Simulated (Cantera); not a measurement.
Feed: 1 mol c-C₄F₈, 0.019 mol HCl, 0.076 mol H₂, held at 0.0100 bar.

These are equilibrium values from Cantera (NASA tables, ideal gas, pure condensed phases), not measurements of a reactor. Candidate condensed phases: C, C₆H₆, C₇H₈, C₈H₁₈; 118 gas species. The feed counts by its element totals alone. Condensed phases not in the tables: fluorocarbon polymer. Gases not in the tables: C₂F₆ and larger saturated fluorocarbons. Kinetics and transport are ignored.

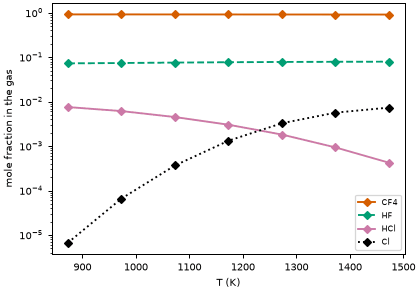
Equilibrium gas composition (values under 1e-9 drawn at 1e-9)

**Question.** Read off the mole fractions at 1073 K.

**Answer.** CF₄ about 0.92, HF about 0.076, HCl about 0.0045, Cl about 0.00037.
